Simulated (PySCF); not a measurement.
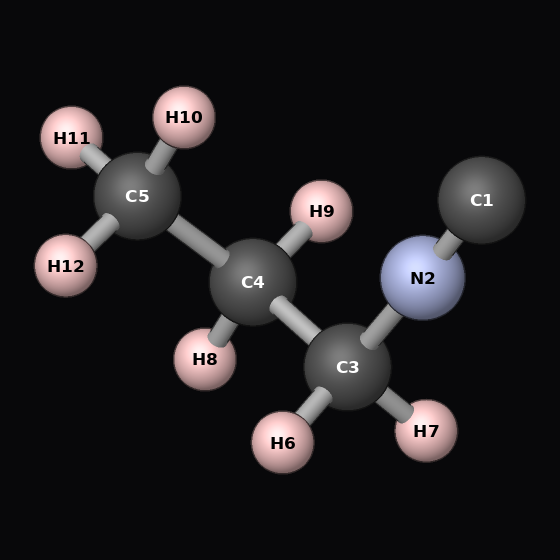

The computed structure is the end point of a PBE0-D3(BJ)/def2-SVP optimisation. No frequency run is at hand to confirm it as a minimum. Level of theory: GIAO PBE0/pcSseg-1 NMR shielding, non-relativistic, gas phase (PySCF 2.14.0). Principal shieldings σ11 ≤ σ22 ≤ σ33, span Ω = σ33 − σ11, skew κ = 3(σiso − σ22)/Ω.

> Which C atom has the most anisotropic shielding?

C1, with a span of 383 ppm.

Give the shielding tensors of the C atoms.

```json
{"atom": "C1", "σ11": "−126.9", "σ22": "−122.7", "σ33": "255.7", "σiso": "2.0", "Ω": "382.6", "κ": "0.98"}
{"atom": "C3", "σ11": "120.6", "σ22": "142.6", "σ33": "162.7", "σiso": "142.0", "Ω": "42.1", "κ": "−0.05"}
{"atom": "C4", "σ11": "152.1", "σ22": "154.5", "σ33": "168.5", "σiso": "158.4", "Ω": "16.4", "κ": "0.70"}
{"atom": "C5", "σ11": "158.4", "σ22": "171.8", "σ33": "185.7", "σiso": "172.0", "Ω": "27.3", "κ": "0.02"}
```

Shieldings and span in ppm.
